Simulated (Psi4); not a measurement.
**GaCl (SMILES [Cl][Ga]), step by step**

Aim: a geometry optimisation (SVWN-RPA/3-21G), then the harmonic vibrations of GaCl. 

The results are computed with Psi4 1.11.

**1. The structure to begin with**

GaCl: 2 atoms, total charge 0, spin state singlet. As SMILES, `[Cl][Ga]`. All atoms were displaced at random from a relaxed shape. The run starts from this shape.

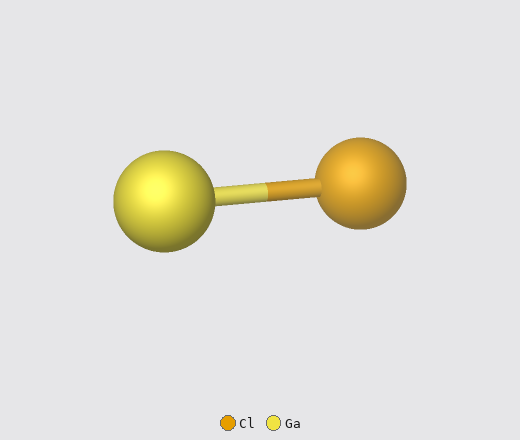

The structure, seen from a chosen angle (chlorine amber, gallium yellow).

**2. A structure relaxation at SVWN-RPA/3-21G (density fitting with def2-universal-jkfit) (run 1)**

clga.xyz reads:

```xyz
2
ClGa
Cl    -0.018835     0.016489    -0.035404
Ga    -0.011019     0.041179     2.173137
```

clga_ase.py reads:

```python
import numpy as np
from ase.calculators.psi4 import Psi4
from ase.io import read
from ase.optimize import FIRE

atoms = read('clga.xyz')
calc = Psi4(atoms=atoms, method='svwn', basis='3-21G', memory='1600MB', num_threads=1, charge=0, multiplicity=1, label='calc', reference='rks')
calc.psi4.set_options({'df_basis_scf': 'def2-universal-jkfit'})
atoms.calc = calc

opt = FIRE(atoms)
done = opt.run(fmax=0.02, steps=60)
print('converged:', done)
for s, p in zip(atoms.symbols, atoms.positions):
    print(f'{s:2s} {p[0]:12.6f} {p[1]:12.6f} {p[2]:12.6f}')
```

The run is started by

```console
$ python clga_ase.py
```

calc.dat:

```text
gradient() will perform analytic gradient computation.

   => Loading Basis Set <=

    Name: 3-21G
    Role: ORBITAL
    Keyword: BASIS

         ---------------------------------------------------------
                                   SCF
                              RKS Reference
                        1 Threads,   1525 MiB Core
         ---------------------------------------------------------

  ==> Geometry <==

    Molecular point group: c1
    Full point group: C_inf_v

    Geometry (in Angstrom), charge = 0, multiplicity = 1:

       Center              X                  Y                   Z               Mass
    ------------   -----------------  -----------------  -----------------  -----------------
         CL          -0.005273669236    -0.016659019200    -1.490163780631    34.968852682000
         GA           0.002675554997     0.008451823592     0.756022983500    68.925573500000

  Running in c1 symmetry.

  Rotational constants: A = ************  B =      0.14400  C =      0.14400 [cm^-1]
  Rotational constants: A = ************  B =   4317.14103  C =   4317.14103 [MHz]
  Nuclear repulsion =  124.146942486018389

  Charge       = 0
  Multiplicity = 1
  Electrons    = 48
  Nalpha       = 24
  Nbeta        = 24

  ==> Algorithm <==

  SCF Algorithm Type is DF.
  DIIS enabled.
  MOM disabled.
  Fractional occupation disabled.
  Guess Type is SAD.
  Energy threshold   = 1.00e-08
  Density threshold  = 1.00e-08
  Integral threshold = 1.00e-12

  ==> Primary Basis <==

  Basis Set: 3-21G
    Blend: 3-21G
    Number of shells: 17
    Number of basis functions: 36
    Number of Cartesian functions: 36
    Spherical Harmonics?: false
    Max angular momentum: 2

  ==> DFT Potential <==

   => LibXC <=

    Version 7.1.2

   => Composite Functional: SVWN <=

    Slater exchange
    Vosko, Wilk & Nusair (VWN5_RPA)

    Deriv               =              1
    GGA                 =          FALSE
    Meta                =          FALSE

    Exchange Hybrid     =          FALSE
    MP2 Hybrid          =          FALSE

   => Exchange Functionals <=

    1.0000         XC_LDA_X

   => Correlation Functionals <=

    1.0000   XC_LDA_C_VWN_RPA

   => LibXC Density Thresholds  <==

    XC_LDA_C_VWN_RPA:  1.00E-15
    XC_LDA_X:  1.00E-15

   => Molecular Quadrature <=

    Radial Scheme          =       TREUTLER
    Pruning Scheme         =           NONE
    Nuclear Scheme         =       TREUTLER

    Blocking Scheme        =         OCTREE
    BS radius alpha        =              1
    Pruning alpha          =              1
    Radial Points          =             75
    Spherical Points       =            302
    Total Points           =          42477
    Total Blocks           =            407
    Max Points             =            254
    Max Functions          =             35
    Weights Tolerance      =       1.00E-15

   => Loading Basis Set <=

    Name: DEF2-UNIVERSAL-JKFIT
    Role: JKFIT
    Keyword: DF_BASIS_SCF

  ==> Integral Setup <==

  DFHelper Memory: AOs need 0.008 GiB; user supplied 1.109 GiB.
  SCF_SUBTYPE=INCORE selected. In-core MEM_DF algorithm will be used.
  Using in-core AOs.

  ==> MemDFJK: Density-Fitted J/K Matrices <==

    J tasked:                   Yes
    K tasked:                    No
    wK tasked:                   No
    Memory [MiB]:              1136
    Algorithm:                 Core
    Schwarz Cutoff:           1E-12
    Mask sparsity (%):       4.3210
    Fitting Condition:        1E-10

   => Auxiliary Basis Set <=

  Basis Set: DEF2-UNIVERSAL-JKFIT
    Blend: DEF2-UNIVERSAL-JKFIT
    Number of shells: 98
    Number of basis functions: 526
    Number of Cartesian functions: 526
    Spherical Harmonics?: false
    Max angular momentum: 5

  Cached 100.0% of DFT collocation blocks in 0.008 [GiB].

  Minimum eigenvalue in the overlap matrix is 2.0855121400E-02.
  Reciprocal condition number of the overlap matrix is 6.1805525279E-03.
    Using symmetric orthogonalization.

  ==> Pre-Iterations <==

  SCF Guess: Superposition of Atomic Densities via on-the-fly atomic UHF (no occupation information).

   -------------------------
    Irrep   Nso     Nmo
   -------------------------
     A         36      36
   -------------------------
    Total      36      36
   -------------------------

  ==> Iterations <==

                           Total Energy        Delta E     RMS |[F,P]|

   @DF-RKS iter SAD: -2366.34181189371247   -2.36634e+03   0.00000e+00
   @DF-RKS iter   1: -2369.55613849547672   -3.21433e+00   2.72424e-02 DIIS/ADIIS
   @DF-RKS iter   2: -2369.77936674248940   -2.23228e-01   1.22328e-02 DIIS/ADIIS
   @DF-RKS iter   3: -2369.65638901320744    1.22978e-01   1.79806e-02 DIIS/ADIIS
   @DF-RKS iter   4: -2369.94468870762603   -2.88300e-01   8.99621e-04 DIIS/ADIIS
   @DF-RKS iter   5: -2369.94523578312555   -5.47075e-04   3.32756e-04 DIIS/ADIIS
   @DF-RKS iter   6: -2369.94534867959146   -1.12896e-04   4.49149e-05 DIIS
   @DF-RKS iter   7: -2369.94535118971316   -2.51012e-06   2.96680e-06 DIIS
   @DF-RKS iter   8: -2369.94535120634237   -1.66292e-08   8.93956e-07 DIIS
   @DF-RKS iter   9: -2369.94535120767569   -1.33332e-09   3.98188e-08 DIIS
   @DF-RKS iter  10: -2369.94535120767659   -9.09495e-13   3.47172e-09 DIIS
  Energy and wave function converged.

  ==> Post-Iterations <==

   Electrons on quadrature grid:
      Ntotal   =   48.0000150540 ; deviation = 1.505e-05

    Orbital Energies [Eh]
    ---------------------

    Doubly Occupied:

       1A   -367.734008     2A    -99.580806     3A    -44.985912
       4A    -39.773630     5A    -39.773136     6A    -39.773136
       7A     -9.051536     8A     -6.921462     9A     -6.917495
      10A     -6.917495    11A     -5.145384    12A     -3.467496
      13A     -3.467496    14A     -3.466195    15A     -0.738388
      16A     -0.584728    17A     -0.580248    18A     -0.580236
      19A     -0.579915    20A     -0.579915    21A     -0.389578
      22A     -0.293648    23A     -0.293648    24A     -0.256959

    Virtual:

      25A     -0.110588    26A     -0.110588    27A     -0.029626
      28A      0.083362    29A      0.146737    30A      0.146737
      31A      0.164562    32A      0.518903    33A      0.550124
      34A      0.550124    35A      0.666410    36A      5.140145

    Final Occupation by Irrep:
              A
    DOCC [    24 ]
    NA   [    24 ]
    NB   [    24 ]

  @DF-RKS Final Energy: -2369.94535120767659

   => Energetics <=

    Nuclear Repulsion Energy =            124.1469424860183892
    One-Electron Energy =               -3556.6965615537683334
    Two-Electron Energy =                1162.3822328644873778
    DFT Exchange-Correlation Energy =     -99.7779650044140993
    Empirical Dispersion Energy =           0.0000000000000000
    VV10 Nonlocal Energy =                  0.0000000000000000
    Total Energy =                      -2369.9453512076765946

Computation Completed

Properties will be evaluated at   0.000000,   0.000000,   0.000000 [a0]

Properties computed using the SCF density matrix

 Multipole Moments:

 ------------------------------------------------------------------------------------
     Multipole            Electronic (a.u.)      Nuclear  (a.u.)        Total (a.u.)
 ------------------------------------------------------------------------------------

 L = 1.  Multiply by 2.5417464519 to convert [e a0] to [Debye]
 Dipole X            :          0.0165930           -0.0126804            0.0039126
 Dipole Y            :          0.0524157           -0.0400561            0.0123596
 Dipole Z            :          4.6886334           -3.5830564            1.1055770
 Magnitude           :                                                    1.1056530

 ------------------------------------------------------------------------------------

	total time  =          1 seconds =       0.02 minutes

         ------------------------------------------------------------
                                   SCF GRAD
         ------------------------------------------------------------

  ==> Geometry <==

    Molecular point group: c1
    Full point group: C_inf_v

    Geometry (in Angstrom), charge = 0, multiplicity = 1:

       Center              X                  Y                   Z               Mass
    ------------   -----------------  -----------------  -----------------  -----------------
         CL          -0.005273669236    -0.016659019200    -1.490163780631    34.968852682000
         GA           0.002675554997     0.008451823592     0.756022983500    68.925573500000

  Nuclear repulsion =  124.146942486018389

  ==> Basis Set <==

  Basis Set: 3-21G
    Blend: 3-21G
    Number of shells: 17
    Number of basis functions: 36
    Number of Cartesian functions: 36
    Spherical Harmonics?: false
    Max angular momentum: 2

  ==> DFJKGrad: Density-Fitted SCF Gradients <==

    Gradient:                    1
    J tasked:                  Yes
    K tasked:                   No
    wK tasked:                  No
    Integrals threads:           1
    Memory [MiB]:             1144
    Schwarz Cutoff:          1E-12
    Fitting Condition:       1E-10

   => Auxiliary Basis Set <=

  Basis Set: DEF2-UNIVERSAL-JKFIT
    Blend: DEF2-UNIVERSAL-JKFIT
    Number of shells: 98
    Number of basis functions: 526
    Number of Cartesian functions: 526
    Spherical Harmonics?: false
    Max angular momentum: 5

  ==> DFT Potential <==

   => LibXC <=

    Version 7.1.2

   => Composite Functional: SVWN <=

    Slater exchange
    Vosko, Wilk & Nusair (VWN5_RPA)

    Deriv               =              1
    GGA                 =          FALSE
    Meta                =          FALSE

    Exchange Hybrid     =          FALSE
    MP2 Hybrid          =          FALSE

   => Exchange Functionals <=

    1.0000         XC_LDA_X

   => Correlation Functionals <=

    1.0000   XC_LDA_C_VWN_RPA

   => LibXC Density Thresholds  <==

    XC_LDA_C_VWN_RPA:  1.00E-15
    XC_LDA_X:  1.00E-15

   => Molecular Quadrature <=

    Radial Scheme          =       TREUTLER
    Pruning Scheme         =           NONE
    Nuclear Scheme         =       TREUTLER

    Blocking Scheme        =         OCTREE
    BS radius alpha        =              1
    Pruning alpha          =              1
    Radial Points          =             75
    Spherical Points       =            302
    Total Points           =          42477
    Total Blocks           =            407
    Max Points             =            254
    Max Functions          =             35
    Weights Tolerance      =       1.00E-15

  -Total Gradient:
     Atom            X                  Y                   Z
    ------   -----------------  -----------------  -----------------
       1        0.000000930388     0.000002939017     0.000262976508
       2       -0.000000468935    -0.000001481328    -0.000132584916

	total time  =          0 seconds =       0.00 minutes
```

On the terminal:

```text
Step     Time          Energy          fmax
FIRE:    0 hh:mm:ss   -64489.487785        0.535319
FIRE:    1 hh:mm:ss   -64489.492632        0.380486
FIRE:    2 hh:mm:ss   -64489.497202        0.129251
FIRE:    3 hh:mm:ss   -64489.497041        0.144032
FIRE:    4 hh:mm:ss   -64489.497135        0.135307
FIRE:    5 hh:mm:ss   -64489.497302        0.118346
FIRE:    6 hh:mm:ss   -64489.497498        0.094072
FIRE:    7 hh:mm:ss   -64489.497676        0.063881
FIRE:    8 hh:mm:ss   -64489.497789        0.029537
FIRE:    9 hh:mm:ss   -64489.497808        0.013524
converged: True
Cl    -0.018903     0.016274    -0.054625
Ga    -0.010954     0.041385     2.191562
```

Wall time 20 s (1 thread of Intel Xeon Platinum 8259CL at 2.50GHz (Skylake/Cascade Lake), shared host); peak memory 0.34 GiB.

Steps, from the record of the run:

| step | energy from the first frame kept (eV) | largest force (eV/Å) |
| --- | --- | --- |
| 0 | 0.0000 | 0.5353 |
| 1 | -0.0048 | 0.3805 |
| 2 | -0.0094 | 0.1292 |
| 3 | -0.0093 | 0.1440 |
| 4 | -0.0094 | 0.1353 |
| 5 | -0.0095 | 0.1183 |
| 6 | -0.0097 | 0.0941 |
| 7 | -0.0099 | 0.0639 |
| 8 | -0.0100 | 0.0295 |
| 9 | -0.0100 | 0.0135 |

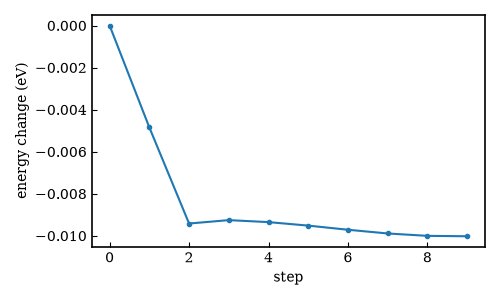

Energy along the run.

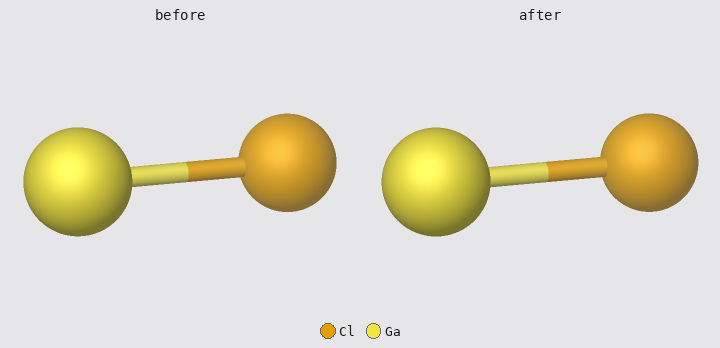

Before and after, at one scale.

After the run. Bond lengths: Cl1–Ga2 2.246 Å.

**3. The harmonic vibrations at SVWN-RPA/3-21G (density fitting with def2-universal-jkfit) (run 2)**

clga.xyz reads:

```xyz
2
ClGa
Cl    -0.018923     0.016210    -0.060379
Ga    -0.010974     0.041321     2.185808
```

clga_ase.py reads:

```python
import numpy as np
from ase.calculators.psi4 import Psi4
from ase.io import read
from ase.vibrations import Vibrations

a = read('clga.xyz')
calc = Psi4(atoms=a, method='svwn', basis='3-21G', memory='1600MB', num_threads=1, charge=0, multiplicity=1, label='calc')
calc.psi4.set_options({'df_basis_scf': 'def2-universal-jkfit'})
a.calc = calc

vib = Vibrations(a, delta=0.005)
vib.run()
vib.summary()
```

The run is started by

```console
$ python clga_ase.py
```

calc.dat (excerpt; [...] marks lines left out):

```text
[...]
  Running in c1 symmetry.
[...]
  Nuclear repulsion =  123.871230582139049
[...]
  Multiplicity = 1
[...]
  Nalpha       = 24
  Nbeta        = 24
[...]
    Number of basis functions: 36
[...]
   @DF-RKS iter   1: -2369.55778075415856   -3.22030e+00   2.72121e-02 DIIS/ADIIS
[...]
   @DF-RKS iter  10: -2369.94534740377367   -2.27374e-12   3.51582e-09 DIIS
[...]
    Orbital Energies [Eh]
    ---------------------
    Doubly Occupied:
       1A   -367.733960     2A    -99.580380     3A    -44.985845
       4A    -39.773558     5A    -39.773073     6A    -39.773073
       7A     -9.051023     8A     -6.920969     9A     -6.916997
      10A     -6.916997    11A     -5.145384    12A     -3.467514
      13A     -3.467514    14A     -3.466170    15A     -0.737466
      16A     -0.584682    17A     -0.580281    18A     -0.580268
      19A     -0.579890    20A     -0.579890    21A     -0.389151
      22A     -0.293016    23A     -0.293016    24A     -0.257154
[...]
  @DF-RKS Final Energy: -2369.94534740377367
   => Energetics <=
    Nuclear Repulsion Energy =            123.8712305821390487
    One-Electron Energy =               -3556.1558532045819447
    Two-Electron Energy =                1162.1167042226120429
    DFT Exchange-Correlation Energy =     -99.7774290039429133
    Empirical Dispersion Energy =           0.0000000000000000
    VV10 Nonlocal Energy =                  0.0000000000000000
    Total Energy =                      -2369.9453474037736669
[...]
 Multipole Moments:
 ------------------------------------------------------------------------------------
     Multipole            Electronic (a.u.)      Nuclear  (a.u.)        Total (a.u.)
 ------------------------------------------------------------------------------------
 L = 1.  Multiply by 2.5417464519 to convert [e a0] to [Debye]
 Dipole X            :          0.0166257           -0.0126800            0.0039457
 Dipole Y            :          0.0525208           -0.0400564            0.0124644
 Dipole Z            :          4.7084573           -3.5910326            1.1174247
 Magnitude           :                                                    1.1175012
[...]
  -Total Gradient:
     Atom            X                  Y                   Z
    ------   -----------------  -----------------  -----------------
       1       -0.000003474843    -0.000010977062    -0.000984008375
       2        0.000003935030     0.000012430797     0.001114335125
[...]
```

Standard output:

```text
---------------------
  #    meV     cm^-1
---------------------
  0    1.0i      7.7i
  1    1.0i      7.7i
  2    0.0i      0.0i
  3    0.1       1.1
  4    0.1       1.1
  5   48.0     387.0
---------------------
Zero-point energy: 0.024 eV
```

Run time: 26 s. Hardware: 1 thread of Intel Xeon Platinum 8259CL at 2.50GHz (Skylake/Cascade Lake), shared host; peak memory 0.38 GiB.

**4. What came out**

```
                                      quantity           value
run 1, SVWN-RPA/3-21G: total energy at the end  -2369.94535 Eh
          run 1, SVWN-RPA/3-21G: dipole moment          2.81 D
            run 1, SVWN-RPA/3-21G: HOMO energy        -6.99 eV
            run 1, SVWN-RPA/3-21G: LUMO energy        -3.01 eV
          run 1, SVWN-RPA/3-21G: HOMO–LUMO gap         3.98 eV
            run 1, SVWN-RPA/3-21G: bond length         2.246 Å
```

**Reading.** The optimisation (run 1, SVWN-RPA/3-21G) took 9 steps and changed the energy by -0.010 eV.
